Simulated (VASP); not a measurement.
Band structure of SrTiO3 (cubic perovskite). Calculation: RPBE GGA, VASP's PBE PAW potentials (set 64) (plane waves; VASP 6.6.1).

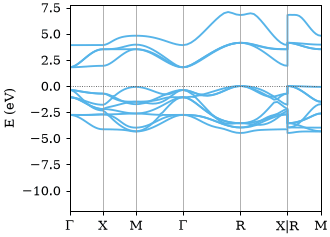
Bands along high-symmetry lines, zero at the valence-band maximum or, without a gap, the Fermi level

Task: Read the plot: is there a gap, and where are the band edges?

Result: The gap is indirect, 1.79 eV, from the valence maximum at R to the conduction minimum at Γ. (Edges off the drawn lines would not show.)

Measured: gap 3.59 eV (computed value off by -1.80 eV), as given by Anna Miglio et al., npj Computational Materials (2020), arXiv:2011.12765 [zero-point renormalisation of 336 meV (experimental, the table's column) added back].

The compound is SrTiO3 in the cubic perovskite structure, the ideal cubic form; the compound distorts at low or room temperature. It was relaxed first, which changed the volume by +6 %.
